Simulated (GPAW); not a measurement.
Consider InHO2 (Pnnm).

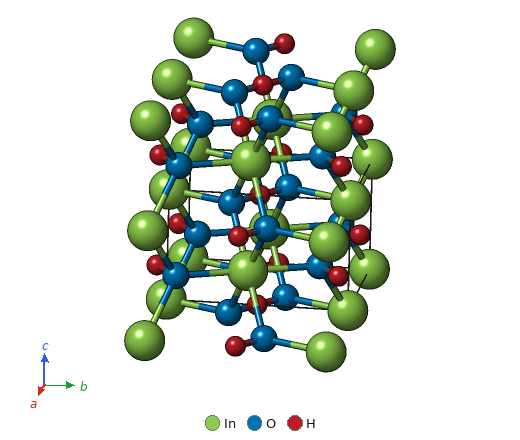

The structure (indium green, oxygen blue, hydrogen red). 2×1×2 cells are drawn. Some periodic images of atoms are drawn too.

```xyz
8
Lattice="4.5239 0.0000 0.0000 0.0000 5.2806 0.0000 0.0000 0.0000 3.2885" Properties=species:S:1:pos:R:3 pbc="T T T"
In    0.0000    0.0000    0.0000
In    2.2620    2.6403    1.6443
O     3.5271    3.3301    0.0000
O     0.9968    1.9505    0.0000
O     3.2588    0.6898    1.6443
O     1.2651    4.5908    1.6443
H     0.0000    2.6403    0.0000
H     2.2620    0.0000    1.6443
```

Absorber: atom 1, with 6 O at 2.19 Å (octahedral, site symmetry 2/m). Method: GPAW, LDA, full core hole (charged cell), 16-atom cell with 5.6 Å between holes, 4×4×4 k points, dipole transitions, Gaussian full width 7.91 eV.

Predict the near-edge structure at the In K edge.

Main maxima up to 30 eV above the zero (height): 8.4 eV (1.58). A K edge sees empty p states on the absorber. 

The In K spectrum (energy from the lowest empty level; intensity scaled to a mean of 1 over the first 20 eV; polarised curves are means over the symmetry-equivalent atoms):

```
E (eV)  isotropic  ε ∥ x  ε ∥ y  ε ∥ z
  -2.0       0.06   0.08   0.06   0.04
  -0.5       0.15   0.19   0.16   0.11
   1.0       0.33   0.39   0.34   0.26
   2.5       0.60   0.69   0.62   0.50
   4.0       0.95   1.03   0.97   0.84
   5.5       1.28   1.31   1.31   1.22
   7.0       1.51   1.48   1.52   1.54
   8.5       1.58   1.48   1.55   1.70
  10.0       1.48   1.37   1.42   1.65
  11.5       1.29   1.20   1.23   1.43
  13.0       1.07   1.02   1.05   1.14
  14.5       0.89   0.87   0.93   0.88
  16.0       0.77   0.76   0.84   0.71
  17.5       0.70   0.70   0.77   0.64
  19.0       0.66   0.66   0.70   0.63
  20.5       0.64   0.64   0.64   0.64
  22.0       0.62   0.63   0.59   0.64
  23.5       0.59   0.62   0.54   0.62
  25.0       0.57   0.61   0.52   0.58
  26.5       0.54   0.58   0.50   0.55
  28.0       0.52   0.56   0.49   0.52
  29.5       0.52   0.55   0.50   0.50
  31.0       0.52   0.56   0.52   0.50
```

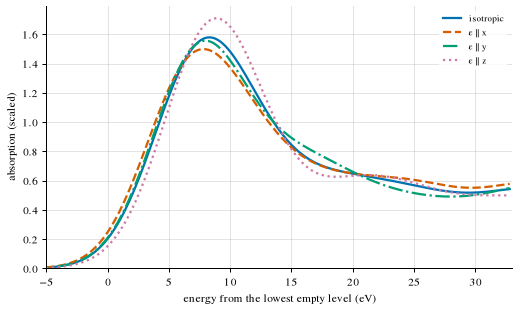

The In K edge.

The script folds with a Gaussian, whereas the core hole's own line is a Lorentzian, so the onset is too steep and the first peak too high. The holes are only 5.6 Å apart, so the shape is probably not converged with cell size; no larger cell was run here. The structure is a computed Materials Project entry and may be a hypothetical form.

[Banner, clock and machine lines of the logs are left out without a mark of their own.]

[Logs are printed without paths, hosts, clocks, repeated set-up lines and the standing remarks that a program may print on its own settings, such as how far it seeks lower states.]

[Hosts, paths, dates, database ids (printed as entryN), source tags and the programs' standing remarks are cut or masked in the printed files.]

[Lists of maxima count a maximum above −3 eV only where it reaches 4 % of the highest in the window and stands out from its surroundings by 2 % of it (1.5 % where it reaches 55 %); shoulders and weaker maxima are passed over, and of the rest the first, up to two pre-edge ones and the few strongest are named.]
